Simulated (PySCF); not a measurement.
# CoF₄: the energy surface near the minimum

Aim: map the energy of sextet CoF₄ about its PBE minimum, with rigid distortions.

Method: PBE, basis Co def2-SVP, F def2-SVP, no relativity, density fitting; program: PySCF 2.14.0.

### 1 Starting geometry

5 atoms, charge 0, spin multiplicity 6.

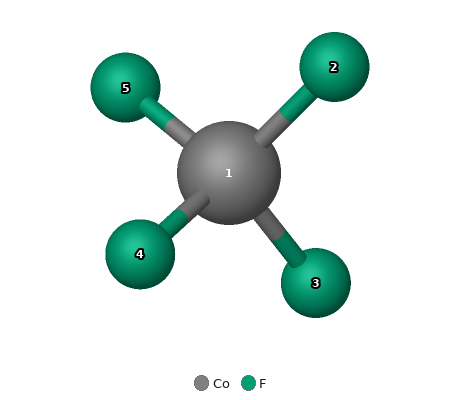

Start geometry, drawn with cobalt grey, fluorine teal; atoms are numbered from 1 in the order of the file.

```xyz
5
charge 0 multiplicity 6
Co    0.0000    0.0000    0.0000
F     1.4367    0.0000    1.0159
F    -1.4367    0.0000    1.0159
F     0.0000    1.4367   -1.0159
F     0.0000   -1.4367   -1.0159
```

### 2 Real-space pictures of the lowest minimum

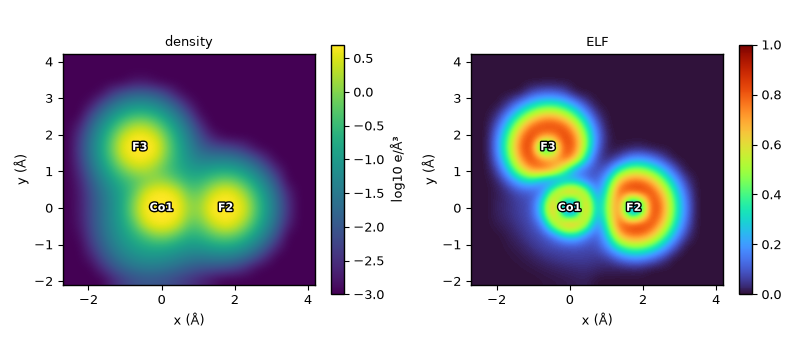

The plane holds Co1 at (0.00, 0.00), F2 at (1.76, 0.00), F3 at (-0.59, 1.66) Å. ELF is set to 0 where the density is under 0.005 e/Å³; an orbital's overall sign is arbitrary.

Orbitals, density, ELF and potential are computed afterwards from the orbital file.

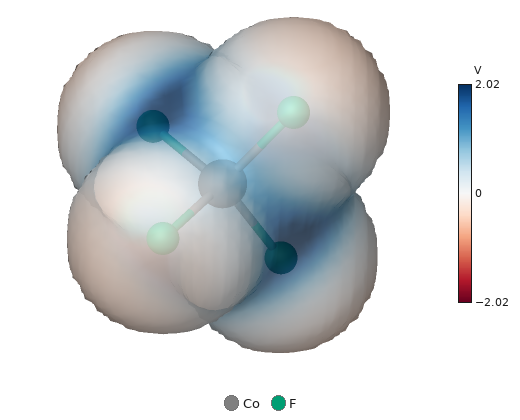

Electrostatic potential on the surface of density 0.002 e/bohr³; red is low, blue high. It runs, from the 1st to the 99th percentile, from -0.39 V near F5 to 2.02 V near Co1.

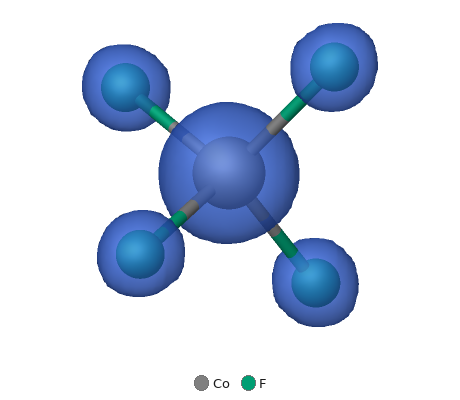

Spin density at ±0.3 e/Å³ (alpha excess blue, beta excess red).

Along Co1–F2 (1.760 Å) the density is least, 0.86 e/Å³, about 0.88 Å from Co1; ELF there is 0.11.

Values on the line from Co1 (at 0) through F2 (at 1.760 Å):

```tsv
distance (Å)	density (e/Å³)	ELF	electrostatic potential (V)	spin density (e/Å³)
-0.62	3.2	0.576	46.7	0.749
-0.44	12.7	0.783	115	2.27
-0.26	33.7	0.389	393	5.81
-0.09	703	0.768	2.51e+03	4.92
0.18	87.7	0.314	844	7.93
0.35	22.6	0.751	204	4.65
0.53	6.39	0.695	70.8	1.35
0.70	1.74	0.287	33.2	0.298
0.88	0.865	0.11	19.9	0.0103
1.06	1.32	0.54	17.6	0.008
1.23	3.09	0.809	30.5	0.202
1.41	7.18	0.706	87.6	0.74
1.58	19.4	0.122	344	1.47
1.85	164	0.943	950	1.3
2.02	10.8	0.429	162	0.988
2.20	4.69	0.848	44.5	0.387
2.38	1.78	0.847	13.2	0.147
2.55	0.614	0.751	3.78	0.0516
2.73	0.221	0.566	0.808	0.0191
```

Making the fields needed 4.1 s of wall time on 2 threads of Intel Xeon Platinum 8559C (Emerald Rapids), shared host.

### 3 Breathing scan

One driver script runs all scans and calls PySCF for each point, on a (75, 302) grid.

Run with:

```console
$ OMP_NUM_THREADS=2 python axn.py task.json out
```

A rigid scan with PBE: all bonds to the central atom are scaled together. Each point starts from its neighbour's orbitals, and energies count from the minimum.

```tsv
scale of all bonds to the centre	energy (kJ/mol)	⟨S²⟩
0.88	325.1	8.75
0.92	124.0	8.75
0.96	26.8	8.75
1.00	0.0	8.75
1.04	20.5	8.75
1.08	72.4	8.76
1.14	185.4	8.76
1.22	365.0	8.76
1.35	655.7	8.76
```

The scan took 2.4 min.

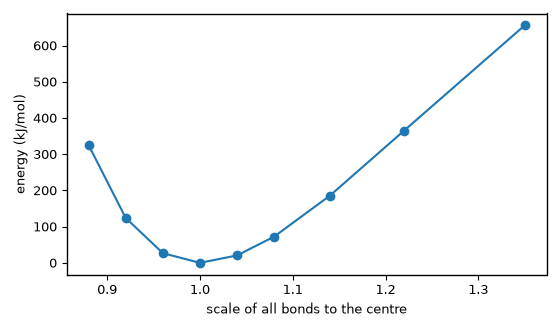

Energy along the scan.

### 4 Stretching one bond

A rigid scan with PBE: the bond from Co to the last atom (F) is scaled and the rest held.

```tsv
scale of one bond	energy (kJ/mol)	dipole size (D)	⟨S²⟩
0.92	27.7	0.39	8.75
0.96	6.0	0.18	8.75
1.00	0.0	0.00	8.75
1.05	7.0	0.19	8.75
1.12	32.9	0.40	8.75
1.20	72.9	0.57	8.76
1.35	150.3	0.73	8.76
1.55	231.0	0.79	8.76
1.80	280.3	0.18	8.76
2.20	308.0	0.33	8.76
```

The scan took 5 min.

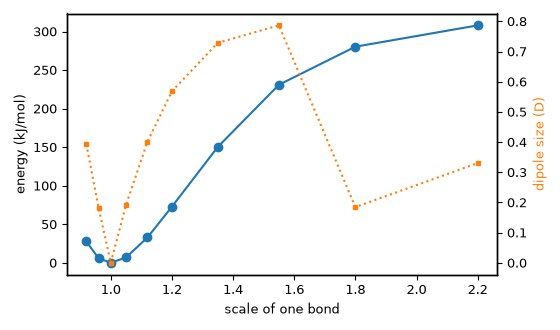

Energy (circles) and dipole moment (squares) along the scan.

### 5 Summary of results

| quantity | value |
| --- | --- |
| all bonds 4 % longer | 20.5 kJ/mol |
| one bond 20 % longer | 72.9 kJ/mol |

What this shows: Shortening all bonds by 4 % costs 26.8 kJ/mol and lengthening them 20.5: the wall is steeper on the short side. This is the lowest SCF solution found for this spin; with open d or f shells other occupations or spin states may lie lower.
